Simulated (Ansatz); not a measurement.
## Electronic structure of F$_{3}$H$_{3}$Si$_{2}$ (SMILES F[SiH2][SiH](F)F) in real space

```yaml
atoms:
  - { symbol: F, position_ang: [-2.1726, 0.6488, -0.0877] }
  - { symbol: Si, position_ang: [-0.6150, 1.0057, 0.0541] }
  - { symbol: Si, position_ang: [0.6193, -0.9985, -0.0241] }
  - { symbol: F, position_ang: [0.5174, -1.6380, -1.4777] }
  - { symbol: F, position_ang: [2.1492, -0.6304, 0.2273] }
  - { symbol: H, position_ang: [-0.4120, 1.6880, 1.3572] }
  - { symbol: H, position_ang: [-0.2334, 1.9131, -1.0563] }
  - { symbol: H, position_ang: [0.2392, -2.0459, 0.9513] }
```

Geometry: PBE0-D4/def2-TZVP.

These are results of RKS PBE0-D4/def2-TZVPP in Ansatz, not measurements.

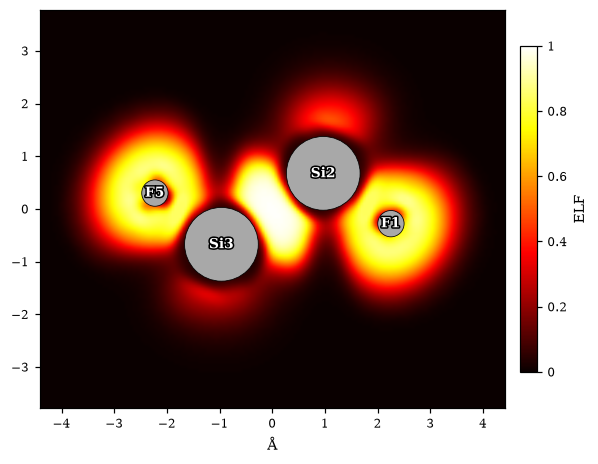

Figure 1. Electron localisation function on the plane of atoms Si2, Si3 and F5. Grey discs cover the atomic cores.

What do the fields say about this system?

Answer. The plane passes through F and Si nuclei. Si–F (1.60 Å): the ELF peaks at about 0.85 in the valence shell of F, 0.6 Å from its nucleus, and is about 0.40 at the midpoint. Si–Si (2.36 Å): the ELF peaks at about 1 between the atoms, as expected for a covalent bond. The ELF also peaks beside F1 and F5, away from the bonds: lone-pair regions.

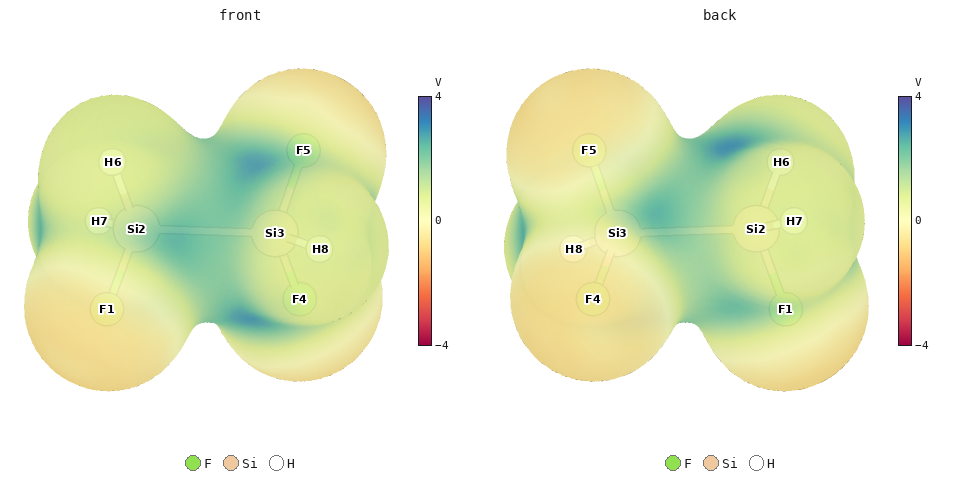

Figure 2. The electrostatic potential painted on the density surface at 0.004 e/bohr³, seen from the front and from behind; the colour scale runs from red (negative) to blue (positive).

Describe the electrostatic potential map.

Answer. The most negative region (about −0.7 V) lies over F1 and F4, the most positive (about +2.9 V) over Si2 and Si3.

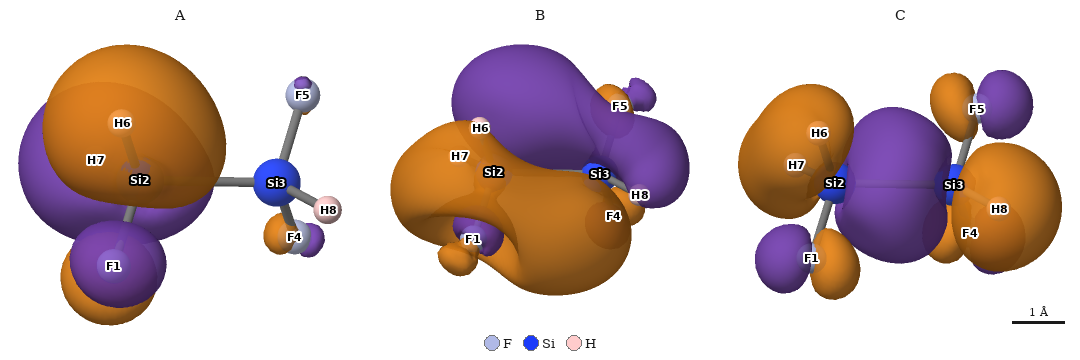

Figure 3. Three frontier orbitals at ±0.06 Å⁻³ᐟ² (orange and purple are the two phases), in no order.

Order the three orbitals by energy and name them.

Answer. A is the HOMO−1 (−10.09 eV). It lies mainly on Si2 (about 35 %), H6 (about 25 %), H7 (about 25 %) and F1 (about 15 %). C is the HOMO (−8.64 eV). It lies mainly on Si2 (about 30 %), Si3 (about 30 %), H8 (about 10 %) and F1 (about 5 %). B is the LUMO (−1.24 eV). It lies mainly on Si2 (about 45 %), Si3 (about 30 %) and F1 (about 10 %).

What is the HOMO–LUMO gap?

Answer. 7.40 eV between the orbital energies.
